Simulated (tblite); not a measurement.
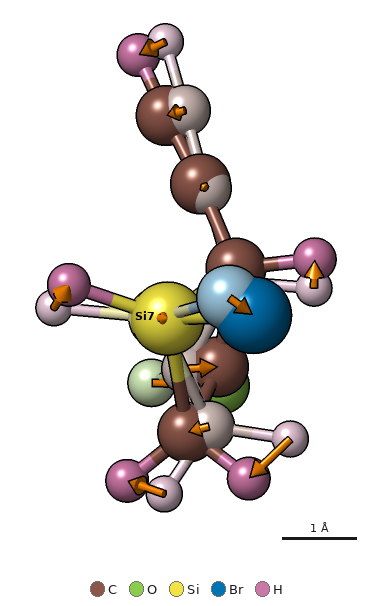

A relaxation of C5H5BrOSi. The starting structure is drawn faded, the final one solid; orange arrows show the displacements, at their true length. The two geometries are superimposed by the best rigid fit.

The picture is a ball-and-stick view, seen from a free direction.

Theory: GFN2-xTB geometry optimisation, gas phase in tblite 0.8.0. 

**Describe the change and its energy.**

Over 72 geometry steps the energy falls by 27.0 kcal/mol. The largest move after the best rigid fit is that of the O atom, 0.95 Å. Largest moves by element: O 0.95 Å, H 0.79 Å, C 0.43 Å, Br 0.41 Å, Si 0.15 Å. Some distances before and after: C–C 2.070 → 2.374 Å, C–Si 1.855 → 1.924 Å, C–H 1.131 → 1.091 Å, C–H 1.074 → 1.048 Å. Among the angles between lasting bonds that change: C–C–C 87.0° → 102.0°, O–C–C 138.2° → 128.9°, C–Si–C 67.4° → 76.7°. Groups turn about C–Si by about 25°, C–Si by about 25°, C–C by about 25°.
